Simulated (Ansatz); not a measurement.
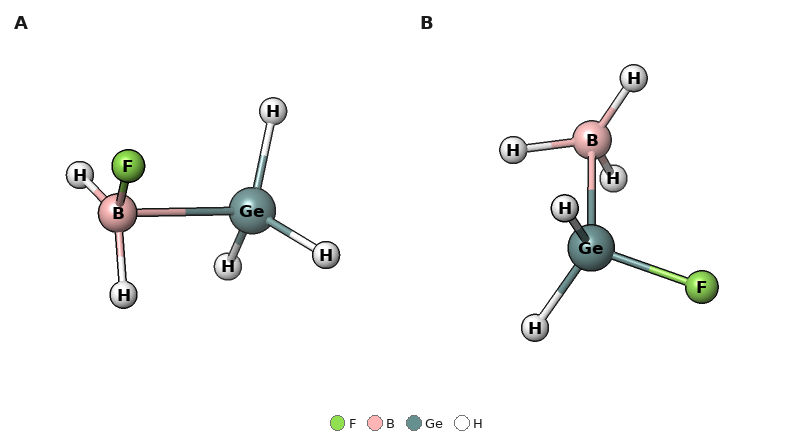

2 stationary structures of one formula. State: neutral, doublet. Geometries: PBE0-D4/def2-TZVP. Electronic energies: UHF-MP2 (frozen core)/def2-QZVPP (Ansatz 0.2.0), without zero-point energy. Each is one conformer, not always the lowest.

Which is lowest in energy, and by how much?

Answer. A is lowest (Cs, a minimum); B lies 48.3 kJ/mol above it (a minimum).

Give E(B) − E(A) in kJ/mol at these levels too: UHF-CCSD(T) (frozen core)/def2-TZVPP; PBE0-D4/def2-TZVPP; B3LYP-D4/def2-TZVPP; ωB97X-V/def2-TZVPP; B2PLYP (frozen core)/def2-TZVPP; UHF-MP2 (frozen core)/def2-QZVPP; r2SCAN-D4/def2-TZVPP; UHF-CCSD(T) (frozen core)/def2-SVP.

| level | E(B) − E(A) (kJ/mol) |
| --- | --- |
| UHF-CCSD(T) (frozen core)/def2-TZVPP | +52.4 |
| PBE0-D4/def2-TZVPP | +52.5 |
| B3LYP-D4/def2-TZVPP | +56.6 |
| ωB97X-V/def2-TZVPP | +50.8 |
| B2PLYP (frozen core)/def2-TZVPP | +53.5 |
| UHF-MP2 (frozen core)/def2-QZVPP | +48.3 |
| r2SCAN-D4/def2-TZVPP | +48.3 |
| UHF-CCSD(T) (frozen core)/def2-SVP | +68.0 |
